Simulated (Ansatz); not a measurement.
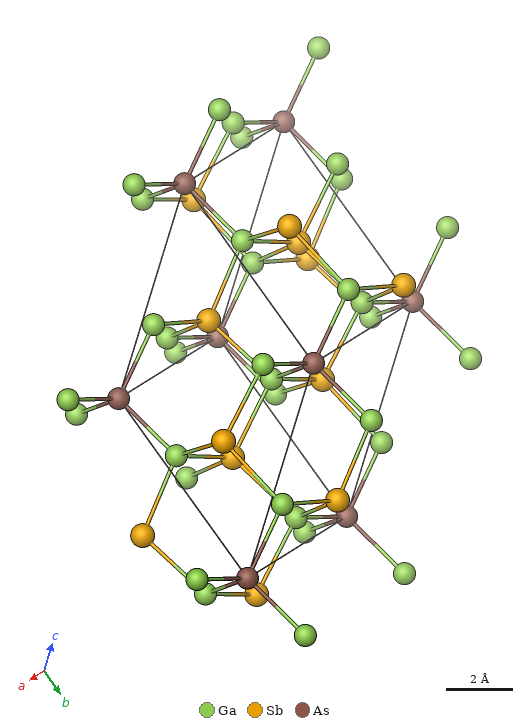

A ball-and-stick rendering, viewed slightly off an axis. The simulation cell is drawn as a box. Atoms outside the box are added where they are bonded to one inside.

This input was run:
```yaml
crystal:
  lattice:
    - [-3.049756, 3.049756, 6.0893589]
    - [3.049756, -3.049756, 6.0893589]
    - [3.049756, 3.049756, -6.0893589]
  atoms:
    - { symbol: Ga, position: [0.641836, 0.641836, 0.525031] }
    - { symbol: Ga, position: [0.116805, 0.116805, 0.474969] }
    - { symbol: Ga, position: [0.883195, 0.358164, 0.0] }
    - { symbol: Ga, position: [0.358164, 0.883195, 0.0] }
    - { symbol: Sb, position: [0.5, 0.5, 0.0] }
    - { symbol: Sb, position: [0.75, 0.25, 0.5] }
    - { symbol: Sb, position: [0.25, 0.75, 0.5] }
    - { symbol: As, position: [0.0, 0.0, 0.0] }
basis:
  ecutwfc: 420
kpoints:
  mp_grid: { grid: [10, 10, 10] }
  band_path:
    path:
      - [[0.0, 0.0, 0.0], [0.0, 0.0, 0.5], [0.25, 0.25, 0.25], [0.0, 0.5, 0.0], [0.0, 0.0, 0.0], [0.5, 0.5, -0.5], [0.31270859, 0.68729141, -0.31270859]]
      - [[-0.31270859, 0.31270859, 0.31270859], [0.0, 0.0, 0.0]]
      - [[0.0, 0.0, 0.5], [-0.12541719, 0.12541719, 0.5]]
      - [[0.5, 0.5, -0.12541719], [0.5, 0.5, -0.5]]
    npoints: 14
hamiltonian:
  xc: pbe
scf:
  occupations: { method: gaussian, width: 0.1 }
  n_extra_bands: 20
output:
  forces: true
  stress: true
  eigenvalues: true
  populations: true
  dos: { projected: true, de: 0.02, nscf_kmesh: { grid: [12, 12, 12] } }
  bader: true
  write_density: true
  write_potential: true
  elf: true
  volumetric_format: npy
```
Run as:
```sh
ansatz run input.yaml --threads 4 --pin off --max-ram 8192MiB --backend cpu --events-out ev --progress --plain --runs-dir out
```

Run with DFT PBE, scalar-relativistic, plane waves, PAW in Ansatz 0.2.0 and these settings: 420 eV cutoff, a 10×10×10 sampling of the Brillouin zone, Gaussian smearing of 0.1 eV, no spin polarisation.

What does a Bader analysis give?

Ga +0.41 e; Sb -0.33 e; As -0.64 e.

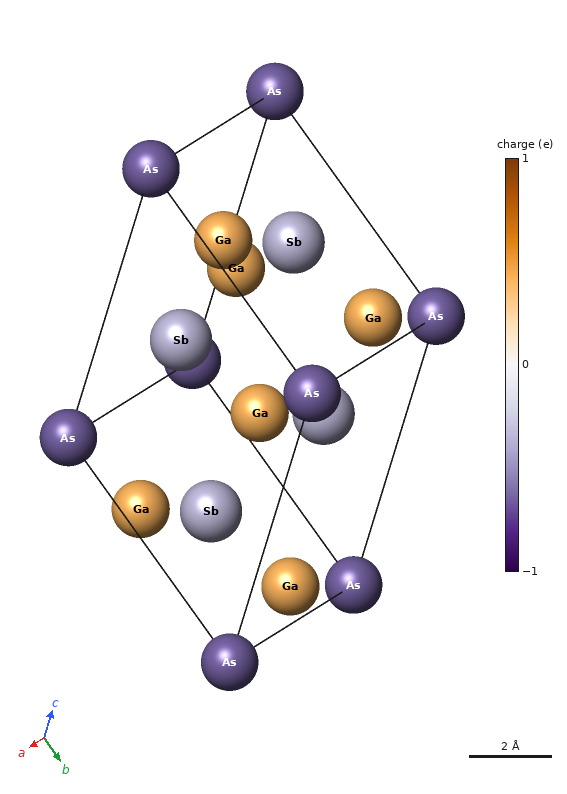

The atoms coloured by those charges.

The structure was taken from a structure type filled with these elements by a generator (whether the compound takes this form wasn't checked). Earlier steps of the study, as a rule a relaxation of our own, may have changed the cell and positions, so they can lie some per cent off the listed ones. Ansatz was used for an electronic-structure calculation on it.
